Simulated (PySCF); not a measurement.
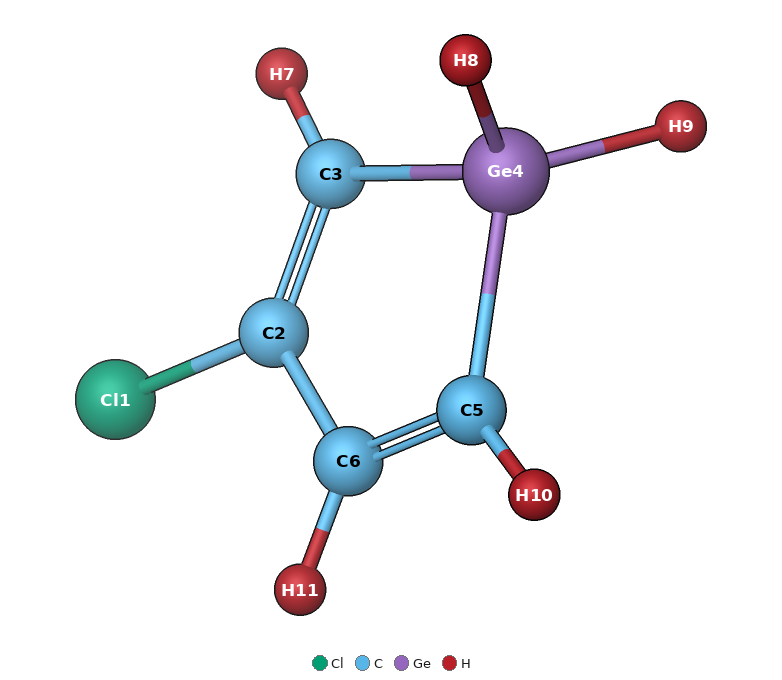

Computed geometry: PBE0-D3(BJ)/def2-SVP optimisation. No frequency run is at hand to confirm it as a minimum. Method: delta-SCF UKS SCAN, pcX-2 on the ionised atom, pcseg-1 elsewhere, spin-free X2C (PySCF 2.14.0).

Give the core-electron binding energies (to vacuum; p and d levels without spin–orbit splitting) of Cl1 1s, Cl1 2p, C2 1s, C3 1s, C5 1s, C6 1s.

```tsv
atom	level	binding energy (eV)
Cl1	1s	2828.7
Cl1	2p	206.6
C2	1s	292.0
C3	1s	289.8
C5	1s	290.0
C6	1s	290.9
```
